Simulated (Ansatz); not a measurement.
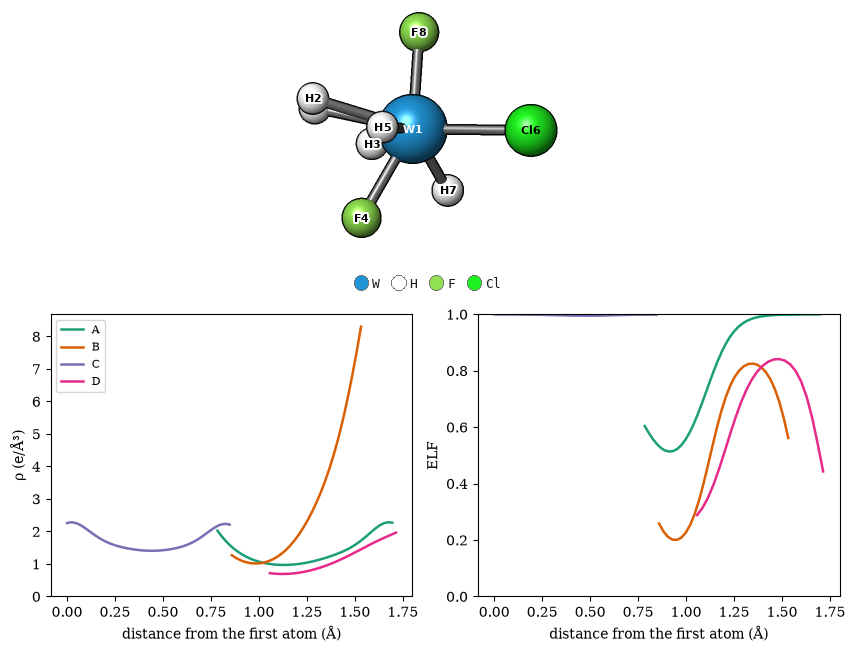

Figure 1: ClF2H5W. Electron density and ELF along straight lines between neighbouring atoms. The curves leave out the atomic cores. The structure is drawn too.

Core potentials replace the inner electrons of W.

Method: RKS PBE0/def2-SVP in Ansatz 0.2.0.

```yaml
atoms:
  - { symbol: W, position_ang: [0.1259, -0.5445, 0.1044] }
  - { symbol: H, position_ang: [0.2155, 0.0533, 1.9261] }
  - { symbol: H, position_ang: [1.5837, 0.3557, 0.1978] }
  - { symbol: F, position_ang: [-0.5071, 1.2410, 0.0256] }
  - { symbol: H, position_ang: [-1.3745, -0.5109, 0.9418] }
  - { symbol: Cl, position_ang: [-0.7931, -1.9208, -1.4715] }
  - { symbol: H, position_ang: [0.8172, 0.1445, -1.2814] }
  - { symbol: F, position_ang: [1.1238, -1.9197, 0.8541] }
  - { symbol: H, position_ang: [0.9594, 0.3065, 1.6100] }
```

Q: Which curve belongs to which contact (H–H, W–Cl, W–F and W–H)? The first atom named is at distance zero.

A: Curve A: W–H (1.70 Å): ρ is about 1.6 e/Å³ halfway; the ELF climbs to about 1 towards the hydrogen. Curve B: W–F (1.86 Å): ρ at the midpoint is about 1.1 e/Å³; the ELF peaks at about 0.85 in the valence shell of F, 0.5 Å from its nucleus, and drops to about 0.20 between the two atoms. Curve C: H2···H9 (0.85 Å): the density falls to about 1.4 e/Å³ on the way; the ELF is about 1 at the midpoint. Curve D: W–Cl (2.29 Å): ρ at the midpoint is about 0.69 e/Å³; the ELF peaks at about 0.85 in the valence shell of Cl, 0.8 Å from its nucleus, and is about 0.40 at the midpoint.
